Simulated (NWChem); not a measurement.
# One shape, several levels: CH4 (methane)

Aim: a comparison of 5 runs (HF/STO-3G, HF/3-21G, B3LYP/6-31G*, CR-CCSD(T)/def2-TZVPP) of CH4 (methane). 

The results are computed with NWChem 7.3.0.

1 further run of the same task is left out (set aside as unsound or not needed).

**1. The structure to begin with**

CH4: 5 atoms, total charge 0, spin state singlet. SMILES: `C`. The coordinates come from a PBE0-D4/def2-TZVP relaxation.

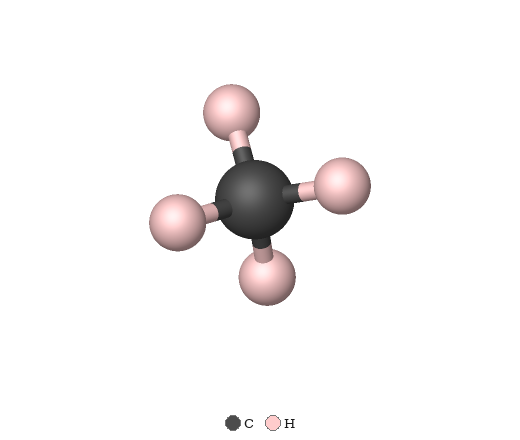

Viewed from a chosen angle; carbon dark grey, hydrogen pink.

**2. Energy and forces at HF/STO-3G (run 1)**

Contents of ch4.xyz:

```xyz
5

C      0.000000     0.000000     0.000000
H      0.159000    -0.243200     1.050200
H     -1.006700     0.395200    -0.132900
H      0.119700    -0.899500    -0.603300
H      0.728100     0.747400    -0.313900
```

Contents of ch4.nw:

```
START ch4
memory 2200 mb
charge 0
GEOMETRY noautosym nocenter noautoz
load format xyz ch4.xyz
END
BASIS "ao basis" spherical bse
* library STO-3G
END
SCF
thresh 1e-08
maxiter 80
END
TASK scf gradient
```

Launch:

```console
nwchem ch4.nw > ch4.out
```

The program printed:

```text
[...]
  functions       =     9
[...]
  wavefunction    = RHF
[...]
         Total SCF energy =    -39.726716157609
      One-electron energy =    -79.347834241548
      Two-electron energy =     26.181352838894
 Nuclear repulsion energy =     13.439765245045
        Time for solution =      0.0s
[...]
                         RHF ENERGY GRADIENTS
    atom               coordinates                        gradient
                 x          y          z           x          y          z
   1 C       0.000000   0.000000   0.000000   -0.000017   0.000053  -0.000015
   2 H       0.300466  -0.459581   1.984590    0.000860  -0.001300   0.005648
   3 H      -1.902387   0.746820  -0.251145   -0.005398   0.002110  -0.000705
   4 H       0.226200  -1.699809  -1.140072    0.000649  -0.004854  -0.003258
   5 H       1.375909   1.412381  -0.593185    0.003906   0.003990  -0.001669
[...]
```

Run time: 0.68 s. Hardware: 1 thread of Intel Xeon 6975P-C (Granite Rapids), shared host; peak memory 0.097 GiB.

**3. Energy and gradient at HF/3-21G (run 2)**

Contents of mol.nw:

```
start mol
title "CH4 gradient"
memory 2200 mb
charge 0
geometry units angstroms noautosym nocenter noautoz
  C        0.000000       0.000000       0.000000
  H        0.159000      -0.243200       1.050200
  H       -1.006700       0.395200      -0.132900
  H        0.119700      -0.899500      -0.603300
  H        0.728100       0.747400      -0.313900
end
basis spherical bse
  * library 3-21G
end
scf
  thresh 1e-08
  maxiter 80
  print low
end
task scf gradient
```

Launch:

```console
nwchem mol.nw > mol.out
```

The program printed:

```text
[...]
  functions       =    17
[...]
  wavefunction    = RHF
[...]
         Total SCF energy =    -39.976753328028
      One-electron energy =    -79.393196123000
      Two-electron energy =     25.976677549927
 Nuclear repulsion energy =     13.439765245045
        Time for solution =      0.0s
[...]
                         RHF ENERGY GRADIENTS
    atom               coordinates                        gradient
                 x          y          z           x          y          z
   1 C       0.000000   0.000000   0.000000   -0.000013   0.000038  -0.000011
   2 H       0.300466  -0.459581   1.984590    0.000711  -0.001075   0.004673
   3 H      -1.902387   0.746820  -0.251145   -0.004470   0.001748  -0.000584
   4 H       0.226200  -1.699809  -1.140072    0.000537  -0.004016  -0.002695
   5 H       1.375909   1.412381  -0.593185    0.003234   0.003304  -0.001382
 Task  times  cpu:        0.1s     wall:        0.1s
 Total times  cpu:        0.1s     wall:        0.1s
```

Run time: 0.68 s. Hardware: 1 thread of Intel Xeon 6975P-C (Granite Rapids), shared host; peak memory 0.094 GiB.

Run 3 isn't shown in full; the table further down has it.

**4. Energy and gradient at B3LYP/6-31G(d) (Cartesian functions) (run 4)**

Edit ch4.xyz of step 2 so:

```diff
@@ -1,3 +1,3 @@
 5
-
+CH4 gradient
 C      0.000000     0.000000     0.000000
```

Contents of ch4.nw:

```
start ch4
title "CH4 gradient"
memory 2200 mb
geometry units angstroms noautosym nocenter noautoz
  load format xyz ch4.xyz
end
basis cartesian
  * library 6-31G*
end
dft
  xc b3lyp
  mult 1
  grid xfine
  convergence energy 1e-08
  maxiter 100
  mulliken
end
task dft gradient
```

Launch:

```console
nwchem ch4.nw > ch4.out
```

The program printed:

```text
[...]
          Wavefunction type:  closed shell.
          No. of atoms     :     5
          No. of electrons :    10
[...]
          Charge           :     0
          Spin multiplicity:     1
[...]
          AO basis - number of functions:    23
[...]
              XC Information
              --------------
                         B3LYP Method XC Potential
                     Hartree-Fock (Exact) Exchange  0.200
                        Slater Exchange Functional  0.800 local
                    Becke 1988 Exchange Functional  0.720 non-local
              Lee-Yang-Parr Correlation Functional  0.810
                  VWN I RPA Correlation Functional  0.190 local
[...]
 d= 0,ls=0.0,diis     1    -40.5079618824 -5.39D+01  1.04D-02  1.12D-01     0.6
[...]
 d= 0,ls=0.0,diis     6    -40.5183497909 -1.08D-10  3.08D-08  5.49D-13     2.3
         Total DFT energy =      -40.518349790862
      One electron energy =      -79.842239769258
           Coulomb energy =       32.791160674229
    Exchange-Corr. energy =       -6.907035940878
 Nuclear repulsion energy =       13.439765245045
[...]
      Total Density - Mulliken Population Analysis
     ---------------------------------------------
    Atom       Charge   Shell Charges
 -----------   ------   -------------------------------------------------------
    1 C    6     6.63   1.99  0.67  2.15  0.68  1.11  0.03
    2 H    1     0.84   0.52  0.32
    3 H    1     0.84   0.52  0.32
    4 H    1     0.84   0.52  0.32
    5 H    1     0.84   0.52  0.32
[...]
  wavefunction    = closed shell
                         DFT ENERGY GRADIENTS
    atom               coordinates                        gradient
                 x          y          z           x          y          z
   1 C       0.000000   0.000000   0.000000   -0.000011   0.000038  -0.000009
   2 H       0.300466  -0.459581   1.984590   -0.000354   0.000553  -0.002362
   3 H      -1.902387   0.746820  -0.251145    0.002275  -0.000899   0.000305
   4 H       0.226200  -1.699809  -1.140072   -0.000265   0.002010   0.001346
   5 H       1.375909   1.412381  -0.593185   -0.001645  -0.001702   0.000719
[...]
```

Wall time 3.6 s (1 thread of Intel Xeon 6975P-C (Granite Rapids), shared host); peak memory 0.12 GiB.

**5. A single-point energy at CR-CCSD(T)/def2-TZVPP (run 5)**

Contents of m1.nw:

```
start m1
title "CH4 cr-ccsd(t)"
memory stack 330 mb heap 110 mb global 1760 mb
geometry units angstrom noautosym nocenter noautoz
   C      0.000000     0.000000     0.000000
   H      0.159000    -0.243200     1.050200
   H     -1.006700     0.395200    -0.132900
   H      0.119700    -0.899500    -0.603300
   H      0.728100     0.747400    -0.313900
end
basis spherical bse
   * library def2-TZVPP
end
scf
   thresh 1e-08
   maxiter 80
end
tce
   scf
   cr-ccsd(t)
   freeze core 1
   maxiter 60
   2eorb
   2emet 13
end
task tce energy
```

Launch:

```console
nwchem m1.nw > m1.out
```

The program printed:

```text
[...]
  functions       =    87
[...]
  wavefunction    = RHF
[...]
         Total SCF energy =    -40.214326790221
      One-electron energy =    -79.741794008956
      Two-electron energy =     26.087701973690
 Nuclear repulsion energy =     13.439765245045
        Time for solution =      4.7s
[...]
         Wavefunction type : Restricted Hartree-Fock
          No. of electrons :    10
[...]
         Spin multiplicity : singlet
[...]
 CCSD total energy / hartree       =       -40.432380546350245
[...]
 CR-CCSD[T] total energy / hartree       =       -40.437980349998597
[...]
 CR-CCSD(T) total energy / hartree       =       -40.437809157491145
[...]
```

Run time: 30 s. Hardware: 1 thread of Intel Xeon 6975P-C (Granite Rapids), shared host; peak memory 0.39 GiB.

**6. All runs side by side**

```
run                               level  iteration cap  module  energy (Eh)  dipole moment (D)  HOMO energy (eV)  LUMO energy (eV)  wall time
  1                           HF/STO-3G             80     scf   -39.726716               0.00            -14.09             19.41     0.68 s
  2                            HF/3-21G             80     scf   -39.976753                  –                 –                 –     0.68 s
  3  B3LYP/6-31G* (spherical functions)            100     dft   -40.517622               0.00            -10.60              3.24      3.3 s
  4  B3LYP/6-31G* (Cartesian functions)            100     dft   -40.518350               0.00            -10.60              3.23      3.6 s
  5               CR-CCSD(T)/def2-TZVPP             80     tce   -40.437809                  –            -14.82              4.07       30 s
```

**7. Summary of results**

| quantity | value |
| --- | --- |
| run 5: total energy | -40.43781 Eh |
| run 5: HOMO energy (Hartree–Fock orbitals) | -14.82 eV |
| run 5: LUMO energy (Hartree–Fock orbitals) | 4.07 eV |
| run 5: HOMO–LUMO gap (Hartree–Fock orbitals) | 18.90 eV |
| run 5: correlation energy (1 core orbital frozen) | -223.5 mEh |

In words: Over runs 1, 3, 4 the HOMO–LUMO gap runs from 13.84 eV (B3LYP/6-31G*) to 33.50 eV (HF/STO-3G). The two ends differ in method and basis. In run 1 the basis is minimal, so the values are rough. All runs together took 38 s, the longest 30 s.
